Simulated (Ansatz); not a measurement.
**C2F2 (SMILES FC#CF) at PBE/cc-pVTZ**

Aim: the vertical singlet–triplet gap of C2F2 at PBE/cc-pVTZ, from 2 runs. 

The calculation is run with Ansatz 0.2.0.

25 further runs of the same task are left out: 1 that didn't finish, 24 set aside as unsound or not needed.

## (1) The molecule

C2F2 has 4 atoms, charge 0, and is taken as a singlet. As SMILES, `FC#CF`. The shape is that of a PBE0-D4/def2-TZVP optimisation.

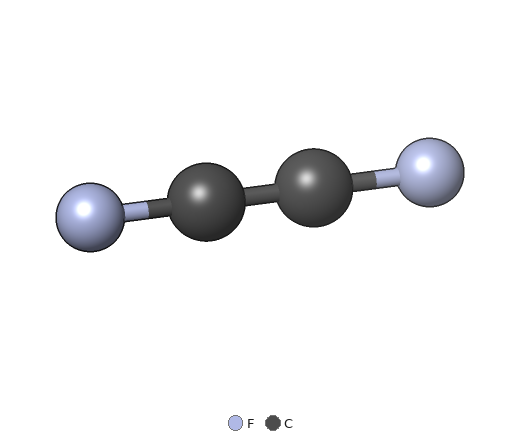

The structure, seen from a chosen angle (fluorine light blue, carbon dark grey).

## (2) A single-point energy at PBE/cc-pVTZ

The input, input.yaml:

```yaml
crystal:
  periodic: [false, false, false]
  atoms:
    - {symbol: F, position_ang: [-0.136400, 0.128000, 1.852800]}
    - {symbol: C, position_ang: [-0.033700, 0.030200, 0.583200]}
    - {symbol: C, position_ang: [0.061400, -0.060400, -0.593400]}
    - {symbol: F, position_ang: [0.164100, -0.158200, -1.863000]}
basis:
  gaussian:
    orbitals: cc-pVTZ
hamiltonian:
  xc: {name: PBE}
accuracy: high
output:
  orbitals: {seedname: orbitals}
```

The run is started by

```bash
$ ansatz run input.yaml --threads 1 --pin off --max-ram 3480MiB --events-out events.jsonl --progress --plain --runs-dir runs
```

Log:

```text
Warning: RAYON_NUM_THREADS=1 ignored (pool sized by the plan → 1); use --threads N
Functional definition: PBE
  name "PBE"
  parameter kappa = 0.804
  parameter beta = 0.06672455060314922
  exchange = pbe_x(kappa = kappa, mu = beta*pi^2/3)
  correlation = pbe_c(beta = beta)
1827 factors; integrals over basis functions are off by at most 3.4e-9 eV
mean field evaluation 1: about -7494.7382 eV, gradient 4.5e1 eV
mean field evaluation 2: about -7493.1600 eV, gradient 5.0e1 eV
mean field evaluation 4: about -7498.8404 eV, gradient 2.8e0 eV
mean field evaluation 8: about -7498.8562 eV, gradient 6.5e-2 eV
mean field evaluation 16: about -7498.8563 eV, gradient 7.5e-7 eV
mean field -7498.85625521 eV, -275.5778844718 hartree, gradient 1.9e-8 eV, S^2 0.000000; 0 other end points of the search recorded, 0 dependent functions left out
reference -7498.85625720 eV, -275.5778845447 hartree; 15, 15 occupied and 105, 105 virtual orbitals, 1827 factors
Total energy: -7498.85625720 eV, -275.5778845447 hartree
```

Run time: 3.9 s. Hardware: 1 thread of Arm Neoverse V2, shared host; peak memory 0.25 GiB.

## (3) The triplet at the same level

The input, in.yaml:

```yaml
crystal:
  periodic: [false, false, false]
  atoms:
    - symbol: F
      position_ang: [-0.136400, 0.128000, 1.852800]
    - symbol: C
      position_ang: [-0.033700, 0.030200, 0.583200]
    - symbol: C
      position_ang: [0.061400, -0.060400, -0.593400]
    - symbol: F
      position_ang: [0.164100, -0.158200, -1.863000]
basis:
  gaussian:
    orbitals: cc-pVTZ
magnetization:
  spin_polarized: true
  initial_magnetization: 2
hamiltonian:
  xc: {name: PBE}
accuracy: high
output:
  orbitals: {seedname: orbitals}
```

The run is started by

```bash
$ ansatz run in.yaml --threads 1 --pin off --max-ram 3480MiB --events-out events.jsonl --progress --plain --runs-dir runs
```

Log, shortened:

```text
Warning: RAYON_NUM_THREADS=1 ignored (pool sized by the plan → 1); use --threads N
[... 2 set-up lines as earlier in the session ...]
[...]
1827 factors; integrals over basis functions are off by at most 3.4e-9 eV
[...]
mean field -7492.83756550 eV, -275.3567017044 hartree, gradient 2.1e-8 eV, S^2 2.002608; 5 other end points of the search recorded, 0 dependent functions left out
reference -7492.83756790 eV, -275.3567017926 hartree; 16, 14 occupied and 104, 106 virtual orbitals, 1827 factors
Total energy: -7492.83756790 eV, -275.3567017926 hartree
```

Run time: 2.9 min. Hardware: 1 thread of Arm Neoverse V2, shared host; peak memory 0.34 GiB.

## (4) Summary of results

At PBE/cc-pVTZ:

```
                                        quantity          value
                           singlet: total energy  -275.57788 Eh
                            singlet: HOMO energy       -6.69 eV
                            singlet: LUMO energy       -0.15 eV
                          singlet: HOMO–LUMO gap        6.53 eV
                           triplet: total energy  -275.35670 Eh
     triplet: HOMO energy (highest over α and β)       -1.05 eV
                                   triplet: ⟨S²⟩          2.003
vertical energy of the triplet above the singlet       6.019 eV
```

What this shows: At this shape the triplet lies 6.02 eV (139 kcal/mol) above the singlet.
